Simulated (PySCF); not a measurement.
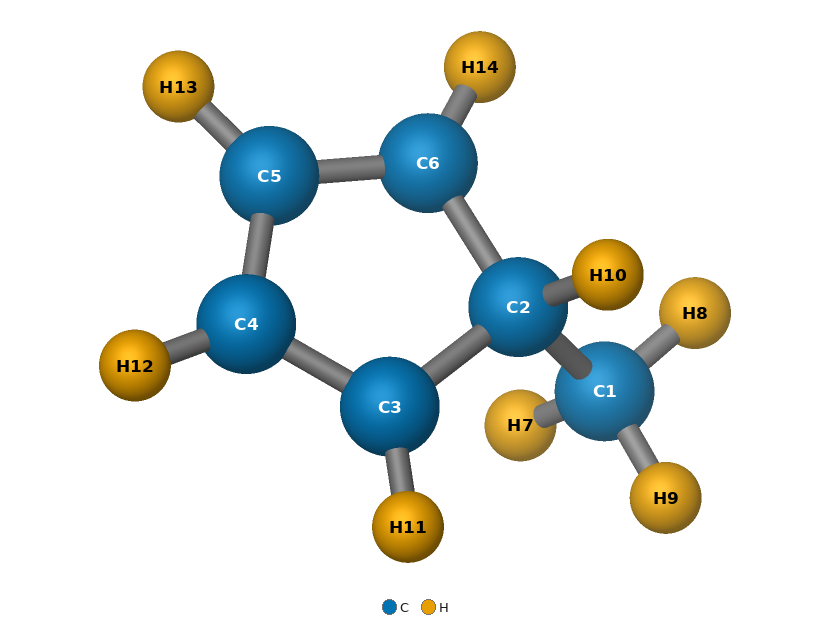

The species has charge +1 and is a spin doublet. The geometry was computed by an optimisation with GFN2-xTB. No frequency run is at hand to confirm it as a minimum. Method: UKS B3LYP, pcH-1 on C H, non-relativistic (PySCF 2.14.0). Fermi-contact and spin-dipolar terms alone, no spin-orbit part.

Question. Which nucleus has the largest dipolar (anisotropic) hyperfine coupling?

Answer. 13C at C3, C6: principal values −39.5, −38.7, 78.2 MHz.

List the isotropic and dipolar parts for the most strongly coupled nuclei, one of each equivalent set.

```tsv
atom	isotope	a_iso (MHz)	dipolar part (MHz)
C3	13C	37.5	−39.5, −38.7, 78.2
H11	1H	−33.5	−19.1, −2.8, 21.9
C4	13C	−7.2	−8.5, −6.7, 15.3
H12	1H	−7.3	−6.5, −3.3, 9.8
H10	1H	−4.9	−5.3, 0.4, 4.9
H7	1H	−0.3	−3.3, −1.5, 4.8
H8	1H	12.6	−2.2, −1.5, 3.7
C2	13C	−19.1	−1.5, 0.6, 0.9
```
